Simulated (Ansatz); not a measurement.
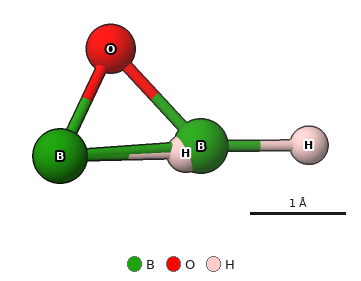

*The starting structure (ball-and-stick view, seen at a tilt).*

# B2H2O: nudged elastic band

- system: B2H2O
- method: UKS PBE-D4/def2-SVP (Ansatz 0.2.0)

The run did not end well. One setting was made poor on purpose. It belongs to a series of runs on one base structure; here: an input spoilt on purpose.

Input:
```yaml
crystal:
  periodic: [false, false, false]
  atoms:
    - { symbol: B, position_ang: [-0.722176, -0.141453, -0.355731] }
    - { symbol: B, position_ang: [0.636426, 0.484019, 0.169649] }
    - { symbol: O, position_ang: [0.204382, -0.8165, 0.443522] }
    - { symbol: H, position_ang: [-1.769571, -0.550378, -0.790085] }
    - { symbol: H, position_ang: [-0.572176, -0.041453, -0.355731] }
magnetization:
  spin_polarized: true
basis:
  gaussian: { orbitals: def2-SVP }
hamiltonian:
  xc: pbe
  dispersion: d4
neb:
  order_check: false
  images: 5
  f_tol: 0.5
  max_iterations: 8
  final_atoms:
    - { symbol: B, position_ang: [-0.3019275, 1.74558039, -0.86999853] }
    - { symbol: B, position_ang: [0.10907537, 0.29692383, -0.05647642] }
    - { symbol: O, position_ang: [-0.68424854, -0.81151818, -0.06593105] }
    - { symbol: H, position_ang: [-0.30491795, -1.55022438, 0.44564642] }
    - { symbol: H, position_ang: [1.18201962, 0.31923734, 0.54675958] }
  initial_path: idpp
```

Run on 1 thread of Intel Xeon (Sapphire Rapids), 176 GiB of memory available, shared host.

Run as:
```bash
ansatz run input.yaml --threads 1 --pin off --max-ram 2048MiB --backend cpu --events-out ev --progress --plain --runs-dir out
```

The program's output:
```
Engine: ansatz 0.2.0, x86_64-unknown-linux-gnu
Functional definition: PBE
  parameter kappa = 0.804
  parameter beta = 0.06672455060314922
  exchange = pbe_x(kappa = kappa, mu = beta*pi^2/3)
  correlation = pbe_c(beta = beta)
567 factors; their error is unknown
mean field evaluation 1: about -3193.5881 eV, gradient 6.2e1 eV
mean field evaluation 2: about -3073.8673 eV, gradient 1.5e2 eV
mean field evaluation 4: about -3214.8995 eV, gradient 4.3e1 eV
mean field evaluation 8: about -3215.6059 eV, gradient 2.7e1 eV
mean field evaluation 16: about -3222.4399 eV, gradient 7.8e-2 eV
mean field evaluation 32: about -3222.5823 eV, gradient 1.3e-5 eV
mean field evaluation 64: about -3222.3943 eV, gradient 4.4e-1 eV
mean field -3222.58225475 eV, -118.4277135175 hartree, gradient 1.3e-5 eV, S^2 0.531299; 8 other end points of the search recorded, 0 dependent functions left out
the calculation of the forces begins
reference -3222.58228309 eV, -118.4277145587 hartree; 10, 10 occupied and 42, 42 virtual orbitals, 567 factors
567 factors; their error is unknown
mean field evaluation 96: about -3421.0918 eV, gradient 4.2e-1 eV
mean field evaluation 128: about -3420.9033 eV, gradient 2.2e0 eV
mean field -3421.38609442 eV, -125.7336198711 hartree, gradient 1.9e-5 eV, S^2 0.758482; 9 other end points of the search recorded, 0 dependent functions left out
[... from here on the field's lines of each further geometry are left out, up to the last ...]
WARN: NEB end point (image 0): max|allowed force component| = 1.388e3 eV/Å (the criterion of neb.relax_end_points is 1.000e-1). That is over neb.f_tol: it is no minimum, so the barrier can be far off. Relax it first
NEB iter   1: max|band force component| = 7.815e1 eV/Å  barrier→ = 0.0000 eV  barrier← = 198.8095 eV  Δτ_max = 0.2000 Å  (1401 SCF iters)
NEB iter   2: max|band force component| = 2.331e1 eV/Å  barrier→ = 0.0000 eV  barrier← = 198.8095 eV  Δτ_max = 0.2000 Å  (308 SCF iters)
NEB iter   3: max|band force component| = 1.275e1 eV/Å  barrier→ = 0.0000 eV  barrier← = 198.8095 eV  Δτ_max = 0.2000 Å  (261 SCF iters)
NEB iter   4: max|band force component| = 8.816e0 eV/Å  barrier→ = 0.0000 eV  barrier← = 198.8095 eV  Δτ_max = 0.2000 Å  (225 SCF iters)
NEB iter   5: max|band force component| = 6.691e0 eV/Å  barrier→ = 0.0000 eV  barrier← = 198.8095 eV  Δτ_max = 0.2000 Å  (207 SCF iters)
the calculation of the forces begins
reference -3420.90353682 eV, -125.7158862065 hartree; 10, 10 occupied and 42, 42 virtual orbitals, 567 factors
NEB iter   6: max|band force component| = 3.348e0 eV/Å  barrier→ = 0.0000 eV  barrier← = 198.8095 eV  Δτ_max = 0.2000 Å  (230 SCF iters)
```

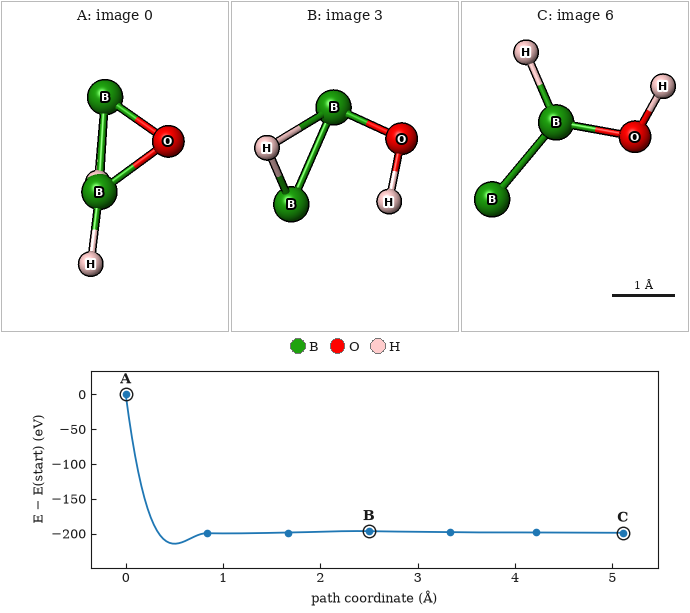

*Images of the last band (counted from 0; ball-and-stick, seen at a tilt) above the energy along the path; the line is a cubic interpolation that uses the forces.*

No image lies above both ends; the end is 198.809 eV below the start. The path is 5.11 Å long. The band had not converged after 6 iterations. The end points carry forces over 0.1 eV/Å, so they aren't fully relaxed minima and the barriers are approximate.

```
these checks for a lower state are left out or cut short: starts, cluster_reference, orbital_swaps, neighbouring_geometries, increment
567 factors; their error is unknown
mean field -3422.84062298 eV, -125.7870728100 hartree, gradient 1.7e-5 eV, S^2 0.000000; 0 other end points of the search recorded, 0 dependent functions left out
the calculation of the forces begins
reference -3422.84065172 eV, -125.7870738660 hartree; 10, 10 occupied and 42, 42 virtual orbitals, 567 factors
these checks for a lower state are left out or cut short: starts, cluster_reference, orbital_swaps, neighbouring_geometries, increment
567 factors; their error is unknown
Unfinished report: {"positions_ang":[[-0.4391326671461108,-0.13400559828315656,-1.2672993220693314],[0.41822273008148,0.05152921880104399,0.19812435781688462],[-0.4705729905150655,-0.8167577717681458,0.7590433185763312],[-1.1129786786065103,-1.0978455766819784,-0.014407884152129471],[-0.6186533938137923,0.9313147279322366,-0.5638364701717544]],"unchecked":["starts","cluster_reference","orbital_swaps","neighbouring_geometries","increment"],"mean_field":{"relativity":"none","state":{"energy":{"ev":-3419.040797478713,"hartree":-125.64743179825359},"converged":true,"gradient_ev":0.000028073952834299163,"stability":{"kind":"minimum","curvature_ev":1.621026630198722},"curvature_floor_ev":0.00030000000000000003,"spin_squared":0.4933085435815574},"others":[],"fillings":{"estimated":0,"unestimated":0,"tried":0,"untried":0,"excluded_magnetic_sites":0},"n_dropped_functions":0,"n_trapped_functions":0,"passes":{"evaluations":4,"products":37},"factors":{"origin":"density fitting in generated functions","count":567,"bound_ev":null},"gradient_stop_ev":0.00004863079890596166,"reference_kind":"stationary","functional":{"name":"PBE","citations":["Perdew, Burke & Ernzerhof, Phys. Rev. Lett. 77, 3865 (1996) doi:10.1103/PhysRevLett.77.3865"],"text":"name \"PBE\"\ncite \"Perdew, Burke & Ernzerhof, Phys. Rev. Lett. 77, 3865 (1996) doi:10.1103/PhysRevLett.77.3865\"\nparent pbe\nparameter kappa = 0.804\nparameter beta = 0.06672455060314922\nexchange = pbe_x(kappa = kappa, mu = beta*pi^2/3)\ncorrelation = pbe_c(beta = beta)\n","parameters":{"beta":{"value":0.06672455060314922,"default":0.06672455060314922},"kappa":{"value":0.804,"default":0.804}},"final_grid":{"core_spheres":13.0,"valence_spheres":11.0,"degree":36.0},"final_grid_parameter_source":"default","radial_points_factor":1.0,"radial_grid_error_ev":3.125828648923977e-7,"grid_sensitivity":"normal","grid_sensitivity_ratio":0.001870803151768979},"unsmoothed_excess_ev":-0.00002811906537632945,"symmetry":{"irreps":["A"],"axes":[[0.9604198937714831,-0.02385004422451764,0.2775334268848736],[0.1354000094022511,0.9106772783501135,-0.3902995415712142],[-0.2434347245194145,0.41242947286453496,0.8778618711453631]],"occupied":[{"A":10},{"A":10}]},"density_repulsion":{"missed_ev":0.00005446181201270919,"excess_ev":0.00005446181201270919,"most_excess_ev":0.00026,"are_drawn_again":false,"n_first_factors":567,"energy_change_ev":0.0,"n_dropped_ends":0},"direct_passes":"host"},"factors":{"origin":"density fitting in generated functions","count":567,"bound_ev":null},"n_frozen":0,"n_occupied":[10,10],"n_virtual":[42,42],"reference":{"ev":-3419.040797478713,"hartree":-125.64743179825359},"dispersion":{"energy":{"ev":-0.065486853075025,"hartree":-0.0024065974619238762},"switches_in_reach":[]},"total":{"ev":-3419.106284331788,"hartree":-125.64983839571552},"forces_ev_per_angstrom":[[0.8667416167117996,1.019540116441588,-1.3932801448901773],[-0.45278026197022303,-0.7447253593938536,-0.586093201071863],[-0.6887698796280244,-0.7205058096306174,0.6909757015594451],[0.6193072265548747,-0.23909871890981604,1.5578962617797592],[-0.3444987016708354,0.6847897714943533,-0.26949861737592345]],"charge_distribution":{"dipole_moment_e_ang":[-0.15959811195297313,0.09860620278813266,0.21431741876804714],"mulliken_charges_e":[-0.20169734695908392,0.001718013586711642,-0.06120285024072025,0.22721969182305002,0.0339624917900484],"lowdin_charges_e":[-0.10518804368841206,-0.3129834867505812,0.3283381836629333,0.039623120852214755,0.05021022592385671]},"n_threads":1,"memory_gib":1.7045454550534487,"seconds":{"hamiltonian":1.3755392180000001,"orbitals":0.0,"second_order":0.0,"solver_start":0.0,"cycles":0.0,"cycle":0.0,"perturbative":0.0,"full_ci_increment":0.0,"forces":0.0}}
this run last wrote the band of iteration 6 to [file]
Error: SIGTERM received: run cancelled behind 794 evaluations of the mean field
```

The last band as extended XYZ (Å, eV, eV/Å):
```
5
Properties=species:S:1:pos:R:3:forces:R:3 image=0 energy=-3222.63663
B    -0.7222   -0.1415   -0.3557  -1387.5015 -930.3554   3.3776
B     0.6364    0.4840    0.1696   -0.6347   0.6629  -0.5125
O     0.2044   -0.8165    0.4435   -0.7924  -1.7912   0.4702
H    -1.7696   -0.5504   -0.7901    2.1510   0.8581   0.9522
H    -0.5722   -0.0415   -0.3557  1386.7777 930.6257  -4.2875
5
Properties=species:S:1:pos:R:3:forces:R:3 image=1 energy=-3422.08056
B    -0.7760   -0.3670   -0.4423    0.8871  -4.9231   1.9954
B     0.6887    0.3101    0.1563    3.0650   1.0558   0.8768
O     0.2858   -0.9077    0.4824   -1.9328  -0.4737  -1.6400
H    -1.7689   -0.7820   -0.8033   -1.2569  -1.1327  -0.8849
H    -0.6527    0.6809   -0.2814   -0.7625   5.4738  -0.3473
5
Properties=species:S:1:pos:R:3:forces:R:3 image=2 energy=-3421.13054
B    -0.7256   -0.2162   -0.8498    0.8811   1.6201   2.3371
B     0.6256    0.0883    0.1388    1.0287  -1.2856   0.1433
O    -0.0058   -0.8361    0.7481    1.1318   0.8762   0.4738
H    -1.4152   -1.0942   -0.5009   -1.6507  -0.7218  -1.6726
H    -0.7021    0.9925   -0.4246   -1.3909  -0.4889  -1.2816
5
Properties=species:S:1:pos:R:3:forces:R:3 image=3 energy=-3419.10626
B    -0.4391   -0.1340   -1.2673    0.8667   1.0195  -1.3933
B     0.4182    0.0515    0.1981   -0.4528  -0.7447  -0.5861
O    -0.4706   -0.8168    0.7590   -0.6888  -0.7205   0.6910
H    -1.1130   -1.0978   -0.0144    0.6193  -0.2391   1.5579
H    -0.6187    0.9313   -0.5638   -0.3445   0.6848  -0.2695
5
Properties=species:S:1:pos:R:3:forces:R:3 image=4 energy=-3420.56004
B     0.0092    0.2274   -1.4544    2.7238  -2.1803  -1.5227
B     0.2202   -0.1971    0.0750   -0.3654  -0.9310   0.3959
O    -0.6093   -0.7761    0.9896    0.6109   0.1472  -0.9584
H    -1.2128   -1.2052    0.3326   -0.2036  -0.3404   0.8509
H    -0.6304    0.8851   -0.8312   -2.7657   3.3045   1.2344
5
Properties=species:S:1:pos:R:3:forces:R:3 image=5 energy=-3420.96386
B     0.6297    0.1663   -1.5537    0.2569   0.2381   0.2426
B    -0.0599   -0.0192   -0.0862    0.1983  -0.7713  -0.0348
O    -0.5250   -0.9463    0.8054    0.6476   0.3289  -0.4088
H    -1.4595   -1.0869    0.6075   -0.7121  -0.0328   0.4237
H    -0.8084    0.8203   -0.6615   -0.3907   0.2372  -0.2227
5
Properties=species:S:1:pos:R:3:forces:R:3 image=6 energy=-3421.44611
B     1.2073    0.5242    0.6113    0.0007   0.0004   0.0003
B    -0.2431    0.0361   -0.1551   -0.0005  -0.0009  -0.0003
O    -0.8041   -1.1925    0.0293   -0.0001  -0.0003   0.0004
H    -1.6278   -1.3103   -0.4796    0.0000   0.0000  -0.0002
H    -0.7555    0.8767   -0.8943   -0.0001   0.0008  -0.0002
```

What the run reported:

- outcome: stopped at the time limit
- barrier, forward (band not converged): 0.000 eV
- barrier, backward: 198.810 eV
- wall time: 90 s
- peak memory: 0.12 GiB

Diagnosis:

The run was cut off by its time limit, so the output is incomplete. A deliberately poor setting: bad input.
